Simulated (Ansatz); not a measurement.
**triplet CH5AlGeO: levels of theory compared**

Aim: a comparison of 6 runs (UHF/3-21G, UHF/cc-pVDZ, UB3LYP/6-31G*, U-revPBE/cc-pVDZ, UCCSD(T)/cc-pVDZ) of triplet CH5AlGeO. 

The calculation is run with Ansatz 0.2.0.

72 further runs of the same task are left out: 72 set aside as unsound or not needed. Runs told in other sessions of the task aren't counted.

## Step 1: The molecule

The species is CH5AlGeO (9 atoms), meant as a triplet with charge 0. As SMILES of the parent species, `O=[CH][GeH2][AlH2]`. The shape is that of a PBE0-D4/def2-TZVP optimisation. That shape belongs to the parent species and isn't relaxed for this state.

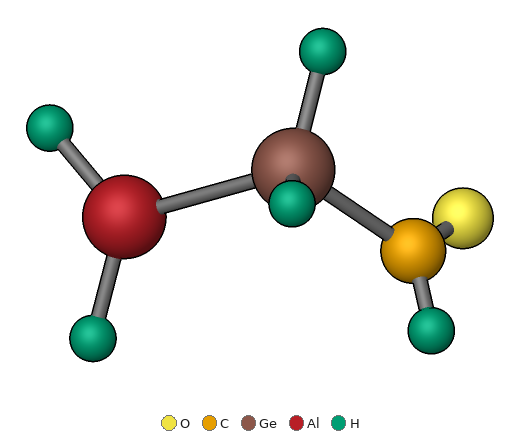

The structure, seen from a chosen angle (oxygen yellow, carbon amber, germanium brown, aluminium red, hydrogen teal).

## Step 2: A single-point energy at UHF/3-21G (run 1)

molecule.yaml

```yaml
crystal:
  periodic: [false, false, false]
  atoms:
    - {symbol: O, position_ang: [-0.559900, 0.933700, -2.383700]}
    - {symbol: C, position_ang: [0.288100, 0.366900, -1.753500]}
    - {symbol: Ge, position_ang: [0.548000, 0.626500, 0.225200]}
    - {symbol: Al, position_ang: [-0.849600, -1.010200, 1.461300]}
    - {symbol: H, position_ang: [0.962400, -0.366200, -2.257100]}
    - {symbol: H, position_ang: [0.229300, 2.100100, 0.528800]}
    - {symbol: H, position_ang: [2.052000, 0.385500, 0.486200]}
    - {symbol: H, position_ang: [-0.703300, -2.549400, 1.107400]}
    - {symbol: H, position_ang: [-1.878600, -0.533100, 2.568200]}
basis:
  gaussian:
    orbitals: 3-21G-spherical.json
magnetization:
  spin_polarized: true
  initial_magnetization: 2
hamiltonian:
  xc: hf
accuracy: high
output:
  orbitals: {seedname: orbitals}
```

The basis set 3-21G is read from a file made from the Basis Set Exchange's data (not shown).

The run is started by

```sh
$ ansatz run molecule.yaml --threads 1 --pin off --max-ram 2610MiB --events-out events.jsonl --progress --plain --runs-dir runs
```

The log of the run:

```text
Warning: RAYON_NUM_THREADS=1 ignored (pool sized by the plan → 1); use --threads N
Functional definition: HF
  name "HF"
  exchange = exact_x
  correlation = 0
1297 factors; integrals over basis functions are off by at most 7.8e-9 eV
mean field evaluation 1: about -65869.0903 eV, gradient 1.9e1 eV
mean field evaluation 2: about -65869.4393 eV, gradient 1.9e1 eV
mean field evaluation 4: about -65872.3561 eV, gradient 3.8e0 eV
mean field evaluation 8: about -65873.0548 eV, gradient 8.1e-1 eV
mean field evaluation 16: about -65873.0906 eV, gradient 8.8e-9 eV
mean field evaluation 32: about -65871.5796 eV, gradient 1.1e0 eV
mean field -65873.09056131 eV, -2420.7914277435 hartree, gradient 2.4e-8 eV, S^2 2.015831; 0 other end points of the search recorded, 0 dependent functions left out
reference -65873.09056131 eV, -2420.7914277435 hartree; 33, 31 occupied and 30, 32 virtual orbitals, 1297 factors
Total energy: -65873.09056131 eV, -2420.7914277435 hartree
```

Run time: 2.9 s. Hardware: 1 thread of Arm Neoverse V2, shared host; peak memory 0.23 GiB.

## Step 3: The energy at UHF/cc-pVDZ (run 2)

Edit molecule.yaml of step 2 so:

```diff
@@ -14,3 +14,3 @@
   gaussian:
-    orbitals: 3-21G-spherical.json
+    orbitals: cc-pVDZ
 magnetization:
@@ -21,3 +21,2 @@
 accuracy: high
-output:
-  orbitals: {seedname: orbitals}
+output: {orbitals: {seedname: orbitals}}
```

The run is started by

```sh
$ ansatz run molecule.yaml --threads 1 --pin off --max-ram 2610MiB --events-out events.jsonl --progress --plain --runs-dir runs
```

The log of the run:

```text
Warning: RAYON_NUM_THREADS=1 ignored (pool sized by the plan → 1); use --threads N
[... 4 set-up lines as earlier in the session ...]
2242 factors; integrals over basis functions are off by at most 4.4e-9 eV
mean field evaluation 1: about -66194.6319 eV, gradient 2.3e1 eV
mean field evaluation 2: about -66194.7298 eV, gradient 2.3e1 eV
mean field evaluation 4: about -66198.5140 eV, gradient 4.1e0 eV
mean field evaluation 8: about -66199.2551 eV, gradient 5.7e-1 eV
mean field evaluation 16: about -66199.2743 eV, gradient 2.7e-8 eV
mean field evaluation 32: about -66197.8132 eV, gradient 1.6e0 eV
mean field evaluation 64: about -66194.6306 eV, gradient 2.3e1 eV
mean field -66199.27431023 eV, -2432.7784594212 hartree, gradient 1.7e-8 eV, S^2 2.026218; 1 other end points of the search recorded, 0 dependent functions left out
reference -66199.27431023 eV, -2432.7784594212 hartree; 33, 31 occupied and 65, 67 virtual orbitals, 2242 factors
Total energy: -66199.27431023 eV, -2432.7784594212 hartree
```

It took 14 s on 1 thread of Arm Neoverse V2, shared host; peak memory 0.52 GiB.

Run 3 isn't shown in full; the table further down has it.

## Step 4: The energy at UB3LYP/6-31G(d) (Cartesian functions) (run 4)

Edit molecule.yaml of step 3 so:

```diff
@@ -14,3 +14,6 @@
   gaussian:
-    orbitals: cc-pVDZ
+    orbitals: "6-31G*"
+hamiltonian:
+  xc: {name: B3LYP}
+accuracy: high
 magnetization:
@@ -18,5 +21,2 @@
   initial_magnetization: 2
-hamiltonian:
-  xc: hf
-accuracy: high
 output: {orbitals: {seedname: orbitals}}
```

The run is started by

```sh
$ ansatz run molecule.yaml --threads 1 --pin off --max-ram 2610MiB --events-out events.jsonl --progress --plain --runs-dir runs
```

The log of the run:

```text
Warning: RAYON_NUM_THREADS=1 ignored (pool sized by the plan → 1); use --threads N
Functional definition: B3LYP
  name "B3LYP"
  parameter a0 = 0.2
  parameter ax = 0.72
  parameter ac = 0.81
  exchange = (1 - a0 - ax)*slater_x + ax*b88_x + a0*exact_x
  correlation = (1 - ac)*vwn_rpa_c + ac*lyp_c
1955 factors; integrals over basis functions are off by at most 5.2e-9 eV
mean field evaluation 1: about -66263.9607 eV, gradient 3.5e1 eV
mean field evaluation 2: about -66160.5840 eV, gradient 1.2e2 eV
mean field evaluation 4: about -66268.4713 eV, gradient 2.0e1 eV
mean field evaluation 8: about -66270.4129 eV, gradient 5.0e-1 eV
mean field evaluation 16: about -66270.5271 eV, gradient 5.5e-3 eV
mean field evaluation 32: about -66270.5271 eV, gradient 1.1e-7 eV
mean field -66270.52706338 eV, -2435.3969498027 hartree, gradient 5.8e-8 eV, S^2 2.010583; 3 other end points of the search recorded, 0 dependent functions left out
reference -66270.52710994 eV, -2435.3969515137 hartree; 33, 31 occupied and 61, 63 virtual orbitals, 1955 factors
Total energy: -66270.52710994 eV, -2435.3969515137 hartree
```

Wall time 29 s (1 thread of Arm Neoverse V2, shared host); peak memory 0.53 GiB.

Run 5 isn't shown in full; the table further down has it.

## Step 5: A single-point energy at UCCSD(T)/cc-pVDZ (run 6)

Edit molecule.yaml of step 4 so:

```diff
@@ -14,5 +14,6 @@
   gaussian:
-    orbitals: "6-31G*"
-hamiltonian:
-  xc: {name: B3LYP}
+    orbitals: cc-pVDZ
+correlation:
+  method: ccsd_t
+  frozen_orbitals: {Al: 5, C: 1, Ge: 9, H: 0, O: 1}
 accuracy: high
@@ -21,2 +22,3 @@
   initial_magnetization: 2
-output: {orbitals: {seedname: orbitals}}
+scf:
+  omitted_lower_state_checks: [cluster_reference, increment]
```

The run is started by

```sh
$ ansatz run molecule.yaml --threads 1 --pin off --max-ram 2610MiB --events-out events.jsonl --progress --plain --runs-dir runs
```

The log of the run (excerpt; [...] marks lines left out):

```text
Warning: RAYON_NUM_THREADS=1 ignored (pool sized by the plan → 1); use --threads N
[... 2 set-up lines as earlier in the session ...]
[...]
2242 factors; integrals over basis functions are off by at most 4.4e-9 eV
[...]
mean field -66199.27431023 eV, -2432.7784594212 hartree, gradient 1.7e-8 eV, S^2 2.026218; 3 other end points of the search recorded, 0 dependent functions left out
16 core orbitals not correlated: weight in the atoms' cores, before any rotation towards them, 1.000 or more for the frozen orbitals, at most 0.000 for the correlated occupied ones
reference -66199.27431023 eV, -2432.7784594212 hartree; 17, 15 occupied and 65, 67 virtual orbitals, 2242 factors
second order -12.18609784 eV of doubles, -0.00000000 eV of singles
cycle   1  -13.18356757 eV  change    -1.0e0 eV  update   1.1e-1
[...]
cycle  32  -13.91425456 eV  change    1.6e-9 eV  update   2.4e-9
perturbative correction -0.41964694 eV, -0.0154217407 hartree
Total energy: -66213.60821173 eV, -2433.3052205854 hartree
Checks for a lower state left out: cluster_reference, increment
```

Wall time 3.3 min (1 thread of Arm Neoverse V2, shared host); peak memory 1.2 GiB.

## Step 6: The series

```tsv
run	level	Cartesian functions	frozen core orbitals	energy (Eh)	HOMO energy (eV)	⟨S²⟩	wall time
1	UHF/3-21G	no	–	-2420.791428	-7.32	2.016	2.9 s
2	UHF/cc-pVDZ	no	–	-2432.778459	-7.33	2.026	14 s
3	UB3LYP/6-31G* (spherical functions)	no	–	-2435.388271	-3.81	2.011	28 s
4	UB3LYP/6-31G* (Cartesian functions)	yes	–	-2435.396952	-3.82	2.011	29 s
5	U-revPBE/cc-pVDZ	no	–	-2435.360622	-3.35	2.006	28 s
6	UCCSD(T)/cc-pVDZ	no	16	-2433.305221	–	2.026	3.3 min
```

## Step 7: Outcome

| quantity | value |
| --- | --- |
| run 6: total energy | -2433.30522 Eh |
| run 6: correlation energy (16 core orbitals frozen) | -526.8 mEh |
| run 6: (T) correction | -15.42 mEh |
| run 6: ⟨S²⟩ of the reference determinant | 2.026 |
| run 6: T1 diagnostic | 0.028 |

**Reading.** Totals of different functionals can't be ranked against each other. All runs together took 5 min, the longest 3.3 min.
